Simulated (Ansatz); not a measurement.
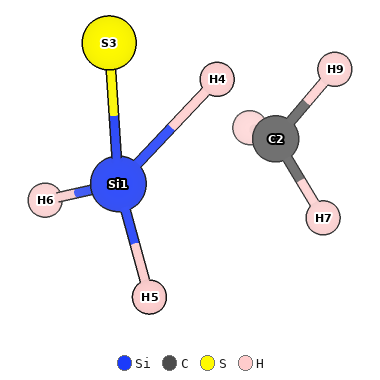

The system is the reacting system CH6SSi (fragments CH₆SSi where the first distance is long, H₂SSi + CH₄ where the second is long); the picture shows the reference structure. Coordinates scanned: (1) distance C2–H4 (bond that forms); (2) distance S3–H4 (bond that breaks). Relaxed at each point: all other coordinates. Grid: 8 × 8 points. Points are written as (first, second). Energies are in kJ/mol, from the lowest grid point. Energies and slopes of some neighbouring points disagree (a jump in structure or state, or too coarse a mesh). The reference is spin-restricted, so regions where a bond is pulled apart into radicals lie too high. Computed with RKS r2SCAN-D4/def2-SVP in Ansatz 0.2.0.

Its coordinates:

```xyz
9

Si   -0.8758   -0.7571    0.1152
C     0.6328    0.8121    0.0396
S     0.1648   -2.1252   -0.9863
H     0.6655   -0.4574   -0.5371
H    -2.0526   -0.0231   -0.4375
H    -1.0263   -0.8649    1.5966
H     0.0018    1.6481   -0.2978
H     0.9412    0.9174    1.0888
H     1.5484    0.8500   -0.5816
```

Range: distance C2–H4 (bond that forms) from 0.963 to 2.163 Å; distance S3–H4 (bond that breaks) from 1.224 to 2.424 Å.

Predict the map.

The lowest grid point is at (2.163 Å, 1.329 Å). It lies at the edge of the scanned range, so the true minimum may lie outside. The energy also falls towards the edge at (1.068 Å, 2.424 Å) (83 kJ/mol above the lowest), where a further well may lie outside the range. The highest grid point, (0.963 Å, 1.224 Å), lies 548 kJ/mol above the lowest.

```csv
"second ↓, first →",0.963,1.068,1.214,1.379,1.559,1.751,1.953,2.163
2.424,122,83,98,152,206,257,301,318
2.214,132,92,104,166,212,255,271,262
2.012,151,108,116,182,208,222,209,196
1.820,184,136,196,185,177,161,142,126
1.640,238,182,221,171,134,104,79,61
1.475,318,252,244,165,108,66,34,13
1.329,430,352,298,192,116,62,25,0
1.224,548,461,376,250,160,97,55,27
```

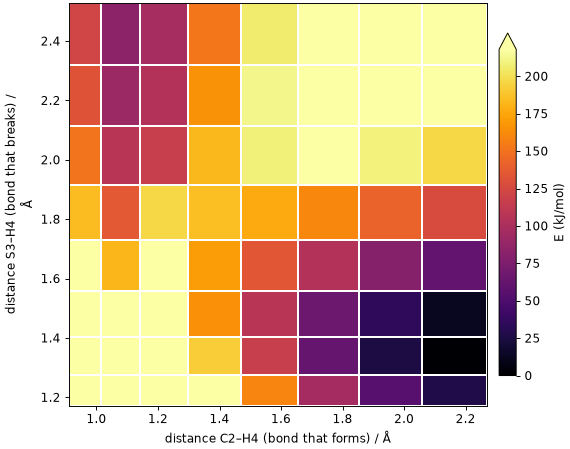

Drawn: one coloured cell a grid point, one colour for all values above the top of the scale.

Time for the 64 points that were run: 19 min on 1 thread of Arm Neoverse V2, on a shared host.
